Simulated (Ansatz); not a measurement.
# Leakage through graphene between Cu(111) and Cu(111): one more thickness

The current through thinner graphene barriers is known. What leaks through 4 layers at 0.25 V?

How it was computed: Ansatz 0.2.0, plane waves with PAW datasets, PBE; a slab with two metal leads whose outer parts are reservoirs, with density and current solved under bias (Landauer, 300 K). The graphene is strained to the lead's lattice, the interfaces are relaxed in a short slab (PBE+D3(BJ)), and bulk layers are laid on.

Results; the value marked ? is to be predicted:

| layers of graphene | cell length (Å) | drop between the leads' cuts at 0.25 V (V) | current density at 0.25 V (A/m²) |
| --- | --- | --- | --- |
| 1 | 71.45 | 0.205 | 5.31×10¹³ |
| 2 | 75.24 | 0.248 | 1.01×10¹² |
| 3 | 78.70 | 0.249 | 3.03×10¹⁰ |
| 4 | 82.49 | 0.249 | ? |

Worked fit:

Where the leads have few states near graphene's K points, the current should fall by a roughly fixed factor for each layer; the steps shown give 52 and 33 per layer. A straight line through ln J for 2 and 3 layers has the slope −3.507 per layer, a factor of 33; with about 3.46 Å per layer that is β = 1.0 Å⁻¹. Then J = exp(34.656 − 3.507 × 4). Predicted: 9.10×10⁸ A/m².

What the run gave:

5.34×10⁸ A/m², so the prediction is 70 % too high. From 3 to 4 layers the current falls by 57 per layer, against the fitted 33. The relaxed cell grows by 3.46 and 3.79 Å per layer over these steps, which feeds into the factors. The steps are uneven, so one factor describes this series only roughly.

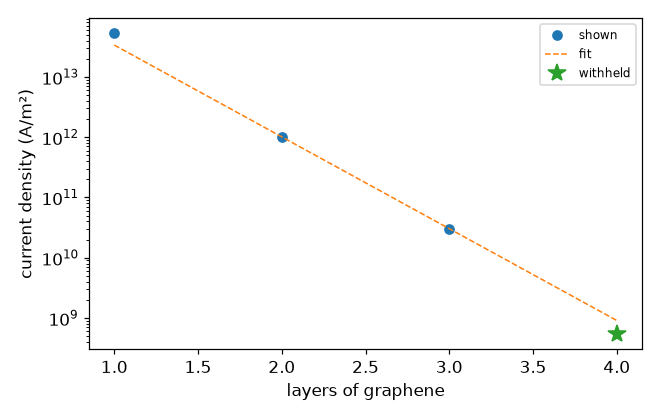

Current density against thickness.

Caveats: On every other k-point the currents of these runs, at any bias, move by up to 13 %. Graphene has no gap: it blocks electrons whose wavevector lies away from the K points, so the decay depends on the leads' states; each thickness has its own relaxed interfaces.
